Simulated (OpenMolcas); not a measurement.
**BSiH3ClO: excited-state calculation (part 3 of 3)**

BSiH3ClO, multiplicity 2, SMILES [SiH3]O[B]Cl; CASPT2/ANO-S-VDZ (OpenMolcas 26.06). The run did not end well. The geometry comes from this level: PBE0-D4/def2-TZVP. The settings of this run were made unusual or wrong on purpose.

Geometry of the input (Å):
```
Si -0.5730  0.7754  0.3748
O  0.0449  -0.6484  -0.2336
B  1.2562  -1.0421  -0.5966
Cl 1.6050  -2.6368  -1.2191
H  -1.2013  0.4568  1.6761
H  0.5156  1.7666  0.5412
H  -1.5863  1.2604  -0.5884
```

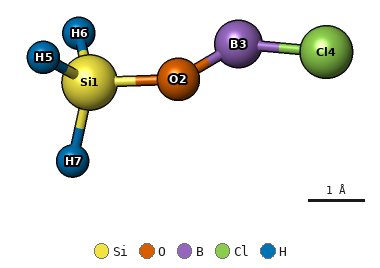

**Figure 1.** The structure as given in the input (ball-and-stick view, seen at a tilt; atoms are numbered from 1 in the order of the input).

Output, continued
```
      Mulliken spin population analysis for root number:  5
      ---------------------------------------------------

++    Molecular charges:
      ------------------

      Mulliken spin population per centre
      ---------------------------

                SI1     O2      B3      CL4     H5      H6      H7
      Total    0.0011  0.0204  0.0386  0.9376  0.0005  0.0013  0.0006

      Total electronic spin=    1.000000
--

      LoProp population analysis for root number:  5
      -----------------------------------------------

++    LoProp analysis:
      ----------------

++    Static properties:
      ------------------

      LoProp Charges per center

                   SI1      O2       B3       CL4      H5       H6       H7
      Nuclear     14.0000   8.0000   5.0000  17.0000   1.0000   1.0000   1.0000
      Electronic -13.1948  -8.7045  -5.4035 -16.3916  -1.1013  -1.1027  -1.1016

      Total        0.8052  -0.7045  -0.4035   0.6084  -0.1013  -0.1027  -0.1016
--

      Natural Bond Order analysis for root number:  5

++    Natural Bond Order analysis
      ---------------------------
      Based on LoProp computed density
      -------------------------------------------------------------------------------------
      Atom A       Atom B       Bond Order
      -------------------------------------------------------------------------------------
      NBO located      0.993 non-bonded electrons on atom SI1
      NBO located      1.000 non-bonded electrons on atom SI1
      NBO located      0.997 non-bonded electrons on atom SI1
      NBO located      0.998 non-bonded electrons on atom SI1
      NBO located      0.998 non-bonded electrons on atom SI1
      NBO located      1.000 non-bonded electrons on atom O2
      NBO located      0.961 non-bonded electrons on atom O2
      NBO located      0.992 non-bonded electrons on atom B3
      NBO located      1.010 non-bonded electrons on atom CL4
      NBO located      0.998 non-bonded electrons on atom CL4
      NBO located      1.000 non-bonded electrons on atom CL4
      NBO located      1.000 non-bonded electrons on atom CL4
      NBO located      1.000 non-bonded electrons on atom CL4
      NBO located      1.000 non-bonded electrons on atom CL4
      The remaining   10.156 electrons are to be considered as diffuse
--

--

      Average orbitals are written to the RASORB file
      Natural orbitals for root   1 are written to the RASORB.1 file
      Natural orbitals for root   2 are written to the RASORB.2 file
      Natural orbitals for root   3 are written to the RASORB.3 file
      Natural orbitals for root   4 are written to the RASORB.4 file
      Natural orbitals for root   5 are written to the RASORB.5 file
      Spin density orbitals for root   1 are written to the SPDORB.1 file
      Spin density orbitals for root   2 are written to the SPDORB.2 file
      Spin density orbitals for root   3 are written to the SPDORB.3 file
      Spin density orbitals for root   4 are written to the SPDORB.4 file
      Spin density orbitals for root   5 are written to the SPDORB.5 file

--- Stop Module: rasscf /rc=_RC_ALL_IS_WELL_ ---
           step16.LoProp.molden step16.RasOrb step16.RasOrb.1 step16.RasOrb.2 step16.RasOrb.3 step16.RasOrb.4 step16.RasOrb.5 step16.rasscf.h5 step16.SpdOrb.1 step16.SpdOrb.2
           step16.SpdOrb.3 step16.SpdOrb.4 step16.SpdOrb.5 xmldump
--- Module rasscf spent 3 seconds ---

--- Start Module: caspt2 ---

                                              &CASPT2

                       available to each process: 1.9 GB of memory, 1 thread

++    Wave function specifications:
      -----------------------------

      Number of closed shell electrons          26
      Number of electrons in active shells       3
      Max number of holes in RAS1 space          0
      Max number of electrons in RAS3 space      0
      Number of inactive orbitals               13
      Number of active orbitals                  3
      Number of secondary orbitals              25
      Spin quantum number                      0.5
      State symmetry                             1
      Number of CSFs                             8
      Number of CASSCF root(s) available         5
      CASPT2 state passed to geometry opt.       5
      A file JOBMIX will be created
      This is a MULTI-STATE CASSCF reference
      Number of CI roots used                    5
      These are:                                 1   2   3   4   5
      Off-diagonal elements of Heff are computed
--

++    Orbital specifications:
      -----------------------

      Symmetry species                           1
                                                 a
      Frozen orbitals                            9
      Inactive orbitals                         13
      Active orbitals                            3
      Secondary orbitals                        25
      Deleted orbitals                           0
      Number of basis functions                 50
--

++    CASPT2 specifications:
      ----------------------

      Type of calculation                        MS-CASPT2
      Fock operator                              state-specific
      IPEA shift                                 0.25
      Real shift                                -0.50
      Imaginary shift                            0.00
      The input orbitals will be transformed to quasi-canonical
--

--------------------------------------------------------------------------------
 Estimated memory requirements:
  POLY3 :                   250248
  RHS:                      282937
  SIGMA :                   309150
  PRPCTL:                        0
 Available workspace:    232489347

++ CASPT2 computation for group   1

********************************************************************************
 Multi-State initialization phase begins for group   1
--------------------------------------------------------------------------------
********************************************************************************
 Compute H0 matrices for state    1
--------------------------------------------------------------------------------
--------------------------------------------------------------------------------
 H0 matrices have been computed.

********************************************************************************
  CASPT2 EQUATION SOLUTION
--------------------------------------------------------------------------------

  Total nr of CASPT2 parameters:
   Before reduction:      100531
   After  reduction:       97624

 Variance of |WF0>:       0.7206716401

 The contributions to the second order correlation energy in atomic units.
-----------------------------------------------------------------------------------------------------------------------------
  IT.      VJTU        VJTI        ATVX        AIVX        VJAI        BVAT        BJAT        BJAI        TOTAL       RNORM
-----------------------------------------------------------------------------------------------------------------------------
   1    -0.022318   -0.006739   -0.019494   -0.038163   -0.041092   -0.004910   -0.032163   -0.219462   -0.384341    0.082233
   2    -0.010649   -0.010999   -0.003187   -0.055396   -0.059968   -0.007750   -0.044096   -0.233101   -0.425146    4.117332
   3    -0.021941   -0.006718   -0.019257   -0.038068   -0.040977   -0.004892   -0.032045   -0.219318   -0.383214    0.073606
   4    -0.027052   -0.006497   -0.022732   -0.037305   -0.040034   -0.004798   -0.031594   -0.218813   -0.388826    0.069470
   5    -0.022852   -0.005812   -0.022176   -0.035522   -0.037800   -0.004750   -0.031271   -0.219041   -0.379224    0.062646
   6    -0.049730   -0.004085   -0.044700   -0.031028   -0.030428   -0.003908   -0.027398   -0.216453   -0.407729    0.081888
   7    -0.065642   -0.003147   -0.057866   -0.031319   -0.026905   -0.003756   -0.026499   -0.217225   -0.432359    0.041547
   8    -0.056297   -0.003703   -0.044759   -0.031330   -0.029171   -0.003904   -0.027360   -0.217190   -0.413714    0.074033
   9    -0.061367   -0.003421   -0.050990   -0.032050   -0.028142   -0.003933   -0.027453   -0.217694   -0.425050    0.022756
  10    -0.061241   -0.003492   -0.043527   -0.031973   -0.028557   -0.003975   -0.027757   -0.217919   -0.418442    0.025236
  11    -0.061955   -0.003354   -0.047733   -0.032221   -0.028024   -0.004029   -0.028082   -0.217934   -0.423333    0.014058
  12    -0.066543   -0.003012   -0.042395   -0.032088   -0.027043   -0.004176   -0.028985   -0.218724   -0.422966    0.015241
  13    -0.067685   -0.002895   -0.041037   -0.031225   -0.026538   -0.004161   -0.028876   -0.218462   -0.420879    0.004287
  14    -0.068130   -0.002896   -0.041358   -0.031173   -0.026460   -0.004149   -0.028760   -0.218288   -0.421216    0.005533
  15    -0.068523   -0.002869   -0.041714   -0.031131   -0.026338   -0.004147   -0.028648   -0.218203   -0.421572    0.011638
  16    -0.068369   -0.002906   -0.041669   -0.031148   -0.026426   -0.004143   -0.028680   -0.218160   -0.421501    0.012768
  17    -0.068515   -0.002870   -0.041707   -0.031132   -0.026340   -0.004147   -0.028650   -0.218204   -0.421564    0.009683
  18    -0.068072   -0.002874   -0.041207   -0.031184   -0.026438   -0.004155   -0.028787   -0.218379   -0.421097    0.001199
  19    -0.068332   -0.002870   -0.041420   -0.031411   -0.026426   -0.004159   -0.028842   -0.218381   -0.421842    0.007768
  20    -0.068701   -0.002868   -0.041653   -0.031756   -0.026430   -0.004165   -0.028942   -0.218393   -0.422908    0.021614

  NOT CONVERGED AFTER MAX ITERATIONS.
-----------------------------------------------------------------------------------------------------------------------------

  FINAL CASPT2 RESULT:

      Reference energy:        -849.6479057206
      E2 (Non-variational):      -0.4229076753
      Shift correction:           1.7135617205
      E2 (Variational):           1.2906540452
      Total energy:            -848.3572516754
      Residual norm:              0.0216141329
      Reference weight:           0.22606

      Contributions to the CASPT2 correlation energy
      Active & Virtual Only:         -0.0458175537
      One Inactive Excited:          -0.1293991795
      Two Inactive Excited:          -0.2476909421

++ Denominators, etc.
--------------------------------------------------------------------------------------------------------------
 Report on small energy denominators, large coefficients, and large energy contributions.
CASE  SYMM ACTIVE-MIX  NON-ACTIVE INDICES          DENOMINATOR     RHS VALUE       COEFFICIENT     CONTRIBUTION
VJTU     1  Mu1.0001  In1.016                       0.62407397      0.00540385     -0.05995370     -0.00032398
VJTU     1  Mu1.0001  In1.017                       0.46163772      0.01818864      0.09242305      0.00168105
VJTU     1  Mu1.0005  In1.017                       1.01506616      0.01883867     -0.03593305     -0.00067693
VJTU     1  Mu1.0002  In1.018                       0.82025344      0.01523697     -0.05967533     -0.00090927
VJTU     1  Mu1.0003  In1.018                       0.91180314     -0.01252915      0.02999505     -0.00037581
VJTU     1  Mu1.0001  In1.019                       0.56412603     -0.00615519      0.23020100     -0.00141693
VJTU     1  Mu1.0002  In1.020                       0.59272561     -0.05011562      1.26021857     -0.06315663
VJTU     1  Mu1.0004  In1.020                       0.89387261     -0.01475915      0.04082578     -0.00060255
VJTU     1  Mu1.0001  In1.021                       0.42905973      0.00153710     -0.04307840     -0.00006622
VJTU     1  Mu1.0002  In1.022                       0.67188803      0.01473347     -0.10066269     -0.00148311
VJTIP    1  Mu1.0002  In1.018 In1.018               1.60974857      0.04476480     -0.03870697     -0.00173271
VJTIP    1  Mu1.0001  In1.020 In1.017               1.00976003     -0.01336990     -0.02566107      0.00034309
VJTIP    1  Mu1.0002  In1.020 In1.020               1.15469290      0.01963193      0.06876247      0.00134994
VJTIM    1  Mu1.0001  In1.019 In1.018               1.32947026     -0.01942532      0.02687634     -0.00052208
VJTIM    1  Mu1.0001  In1.020 In1.017               0.99945411     -0.01773775     -0.04584063      0.00081311
ATVX     1  Mu1.0001  Se1.026                       0.33757923      0.01484399      0.02553933      0.00037911
ATVX     1  Mu1.0002  Se1.026                       0.57238364     -0.00963654      0.18330367     -0.00176641
ATVX     1  Mu1.0001  Se1.027                       0.36834449      0.00726698      0.04151523      0.00030169
ATVX     1  Mu1.0002  Se1.027                       0.60314889      0.00746176     -0.07982009     -0.00059560
ATVX     1  Mu1.0002  Se1.028                       0.60801188     -0.00338091      0.03264429     -0.00011037
ATVX     1  Mu1.0002  Se1.030                       0.64798524     -0.00967604      0.06680213     -0.00064638
ATVX     1  Mu1.0001  Se1.031                       0.43111555     -0.03001766     -0.25129737      0.00754336
ATVX     1  Mu1.0003  Se1.031                       0.92236019      0.01090057     -0.02611055     -0.00028462
ATVX     1  Mu1.0002  Se1.034                       0.73522638      0.00877159     -0.03536198     -0.00031018
ATVX     1  Mu1.0001  Se1.035                       0.55978148      0.02942467     -0.95960059     -0.02823593
ATVX     1  Mu1.0002  Se1.035                       0.79458588     -0.01846690      0.05694180     -0.00105154
ATVX     1  Mu1.0003  Se1.035                       1.05102611     -0.01426203      0.02799136     -0.00039921
ATVX     1  Mu1.0001  Se1.036                       0.60257255     -0.01075772      0.07470187     -0.00080362
ATVX     1  Mu1.0001  Se1.037                       0.68127552     -0.03372169      0.21428740     -0.00722613
ATVX     1  Mu1.0002  Se1.037                       0.91607993      0.01442941     -0.02908891     -0.00041974
ATVX     1  Mu1.0001  Se1.038                       0.79738016      0.01533178     -0.05641711     -0.00086497
ATVX     1  Mu1.0002  Se1.038                       1.03218457     -0.02159167      0.03404111     -0.00073500
ATVX     1  Mu1.0001  Se1.039                       0.86953623     -0.01891909      0.05314025     -0.00100536
ATVX     1  Mu1.0002  Se1.041                       1.17681247     -0.03351405      0.04015058     -0.00134561
ATVX     1  Mu1.0001  Se1.042                       0.92273743      0.01218613     -0.03185297     -0.00038816
ATVX     1  Mu1.0002  Se1.042                       1.15754183      0.02112840     -0.02790995     -0.00058969
ATVX     1  Mu1.0001  Se1.044                       0.96507303     -0.01817706      0.03918099     -0.00071220
AIVX     1  Mu1.0001  In1.017 Se1.026               0.69103062     -0.00734592      0.05137317     -0.00037738
AIVX     1  Mu1.0002  In1.017 Se1.026               0.83201943     -0.00940171      0.03680917     -0.00034607
AIVX     1  Mu1.0004  In1.020 Se1.026               0.86879515      0.00123061     -0.03021075     -0.00003718
AIVX     1  Mu1.0001  In1.017 Se1.028               0.72665886      0.00911215     -0.05193216     -0.00047321
AIVX     1  Mu1.0001  In1.020 Se1.028               0.60795667     -0.00040396     -0.04233894      0.00001710
AIVX     1  Mu1.0004  In1.020 Se1.028               0.90442339      0.00027555      0.02747056      0.00000757
AIVX     1  Mu1.0001  In1.020 Se1.029               0.60925061      0.00437201      0.48829970      0.00213485
AIVX     1  Mu1.0001  In1.017 Se1.030               0.76663222      0.00540016     -0.03045853     -0.00016448
AIVX     1  Mu1.0001  In1.017 Se1.031               0.78456694      0.01137803     -0.06305330     -0.00071742
AIVX     1  Mu1.0002  In1.017 Se1.031               0.92555575      0.01134320     -0.05340745     -0.00060581
AIVX     1  Mu1.0001  In1.020 Se1.032               0.69954118     -0.00686021      0.25999558     -0.00178363
AIVX     1  Mu1.0001  In1.020 Se1.033               0.72696823      0.00295797      0.07916011      0.00023415
AIVX     1  Mu1.0001  In1.022 Se1.033               0.80613065      0.00977744     -0.03770881     -0.00036870
AIVX     1  Mu1.0001  In1.014 Se1.035               1.44418208     -0.03261999      0.04172193     -0.00136097
AIVX     1  Mu1.0001  In1.017 Se1.035               0.91323287      0.03823774     -0.17373092     -0.00664308
AIVX     1  Mu1.0002  In1.017 Se1.035               1.05422167     -0.01368645     -0.05442705      0.00074491
AIVX     1  Mu1.0003  In1.017 Se1.035               1.20223752     -0.02282384      0.03240526     -0.00073961
AIVX     1  Mu1.0004  In1.020 Se1.035               1.09099739      0.00517464      0.08700570      0.00045022
AIVX     1  Mu1.0005  In1.020 Se1.035               1.18596918      0.00153397      0.04944602      0.00007585
AIVX     1  Mu1.0007  In1.020 Se1.035               1.27443858     -0.01180005     -0.02751635      0.00032469
AIVX     1  Mu1.0001  In1.017 Se1.036               0.95602394      0.03556616     -0.07415359     -0.00263736
AIVX     1  Mu1.0001  In1.017 Se1.037               1.03472691     -0.03264403      0.07590117     -0.00247772
AIVX     1  Mu1.0004  In1.020 Se1.037               1.21249144     -0.00540378     -0.02610055      0.00014104
AIVX     1  Mu1.0001  In1.017 Se1.038               1.15083155      0.02449231     -0.03746025     -0.00091749
AIVX     1  Mu1.0001  In1.017 Se1.039               1.22298761     -0.04269552      0.05723982     -0.00244388
AIVX     1  Mu1.0001  In1.017 Se1.042               1.27618882      0.01952013     -0.02684451     -0.00052401
VJAIP    1  Mu1.0002  Se1.043 In1.018 In1.018       2.12828809      0.05772167     -0.03565473     -0.00205805
VJAIP    1  Mu1.0002  Se1.035 In1.020 In1.017       1.38039745     -0.01257327     -0.03240525      0.00040744
VJAIP    1  Mu1.0002  Se1.036 In1.020 In1.017       1.42318853     -0.00837921     -0.02759093      0.00023119
VJAIP    1  Mu1.0002  Se1.029 In1.020 In1.020       1.07641519     -0.00298729      0.02933918     -0.00008764
VJAIP    1  Mu1.0002  Se1.032 In1.020 In1.020       1.16670577      0.00249403      0.02727083      0.00006801
VJAIP    1  Mu1.0002  Se1.040 In1.020 In1.020       1.60607827      0.02717562      0.03666674      0.00099644
VJAIM    1  Mu1.0002  Se1.037 In1.019 In1.018       1.83190765      0.03641708     -0.02720331     -0.00099067
VJAIM    1  Mu1.0002  Se1.035 In1.020 In1.014       1.91134666     -0.01246392     -0.02984833      0.00037203
VJAIM    1  Mu1.0001  Se1.029 In1.020 In1.017       1.02489920     -0.00220272      0.03766118     -0.00008296
VJAIM    1  Mu1.0002  Se1.035 In1.020 In1.017       1.38039745      0.02231795      0.05631217      0.00125677
VJAIM    1  Mu1.0002  Se1.036 In1.020 In1.017       1.42318853      0.01918059      0.04317379      0.00082810
VJAIM    1  Mu1.0002  Se1.037 In1.020 In1.017       1.50189150     -0.02031627     -0.03684061      0.00074846
VJAIM    1  Mu1.0002  Se1.038 In1.020 In1.017       1.61799614      0.00988401      0.02807943      0.00027754
VJAIM    1  Mu1.0002  Se1.039 In1.020 In1.017       1.69015220     -0.02099857     -0.04166882      0.00087499
BJATM    1  Mu1.0001  In1.020 Se1.040 Se1.035       1.66680168      0.00536185      0.03200964      0.00017163
BJATM    1  Mu1.0002  In1.020 Se1.041 Se1.040       2.19074862     -0.04654546      0.02660014     -0.00123812
BJAIP    1  Se1.043 In1.018 Se1.043 In1.018         2.74541322      0.09527022     -0.04240994     -0.00404040
BJAIP    1  Se1.040 In1.020 Se1.040 In1.020         2.15604924      0.05969124     -0.03643412     -0.00217480
BJAIP    1  Se1.030 In1.021 Se1.034 In1.021         1.43357148      0.02508392     -0.02690013     -0.00067476
BJAIP    1  Se1.034 In1.021 Se1.034 In1.021         1.52081263      0.03961606     -0.03863439     -0.00153054
BJAIP    1  Se1.033 In1.021 Se1.034 In1.022         1.50564790      0.02597997     -0.02556790     -0.00066425
BJAIP    1  Se1.033 In1.022 Se1.033 In1.022         1.49048317      0.04214883     -0.04223880     -0.00178032
BJAIM    1  Se1.042 In1.015 Se1.042 In1.018         2.90804542     -0.06032604      0.02510412     -0.00151443
--
++ Multi-State CASPT2 section:
********************************************************************************
  MULTI-STATE CASPT2 SECTION
--------------------------------------------------------------------------------

 ###############################################################################
 ###    Location: AixWr                                                      ###
 ###    File: RUNFILE                                                        ###
 ###    Premature abort while writing buffer to disk: Disk full?             ###
 ###############################################################################

--- Stop Module: caspt2 /rc=-6 ---

.########################.
.# Non-zero return code #.
.########################.

    Timing: Wall=6.46 User=5.24 System=1.10
```

What the run reported

- outcome: not converged
- basis functions: 50
- wall time: 6.9 s
- peak memory: 0.38 GiB

Diagnosis

Some settings of this run were drawn to be unusual or wrong (shift set to -0.5 (from default)). The run did not converge. Its last values are not results.
